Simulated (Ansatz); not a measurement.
System: C₃H₅F (SMILES C/C=C\F).

The calculation's input:

```
crystal:
  periodic: [false, false, false]
  atoms:
    - {symbol: C, position_ang: [0.997278, 1.080058, 0.543960]}
    - {symbol: C, position_ang: [2.408656, 0.962158, 0.077172]}
    - {symbol: C, position_ang: [3.112246, -0.165816, 0.045577]}
    - {symbol: F, position_ang: [2.610271, -1.337901, 0.439882]}
    - {symbol: H, position_ang: [0.346144, 1.471553, -0.254729]}
    - {symbol: H, position_ang: [0.601392, 0.106870, 0.863807]}
    - {symbol: H, position_ang: [0.916312, 1.780566, 1.391240]}
    - {symbol: H, position_ang: [2.927485, 1.860094, -0.271497]}
    - {symbol: H, position_ang: [4.147443, -0.247505, -0.297622]}
basis:
  gaussian: {orbitals: def2-TZVPD}
output: {forces: true, orbitals: {seedname: orbitals}}
hamiltonian: {xc: pbe0}
```

Launched as:

```sh
ansatz run input.yaml --threads 2 --pin off --max-ram 4350MiB --events-out events.jsonl --progress --plain --runs-dir runs
```

Geometry: PBE0-D3(BJ)/def2-SVP.

Computed with isolated molecule in a Gaussian basis; Kohn-Sham density functional theory, functional PBE0 (Ansatz).

Q: What can the converged electron density and electron localisation function tell about the bonding?

A: C–C (1.33 Å): ρ at the midpoint is about 2.4 e/Å³; the ELF peaks at about 0.95 between the atoms (a multiple bond).
C–F (1.33 Å): ρ at the midpoint is about 2.3 e/Å³; the ELF peaks at about 0.80 between the atoms (a shared but strongly polarised pair).
C–H (1.09 Å): ρ is about 2.1 e/Å³ halfway; the ELF climbs to about 1 towards the hydrogen, as it does in any bond to H; a covalent bond by its length.
C–C (1.49 Å): the density is about 1.7 e/Å³ at the midpoint; the ELF peaks at about 0.95 between the atoms (localised, covalent bonding).

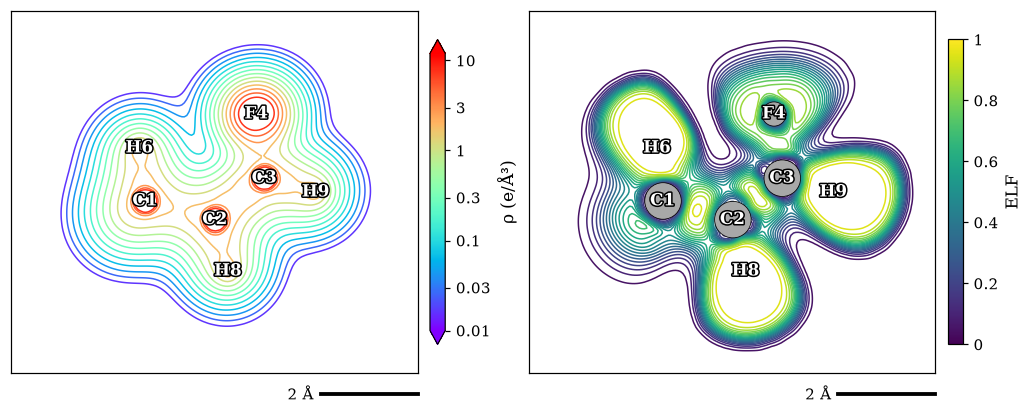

Computed electron density and electron localisation function on the plane of atoms C2, C1 and H6, in this order. Grey discs cover the atomic cores in the ELF map. 
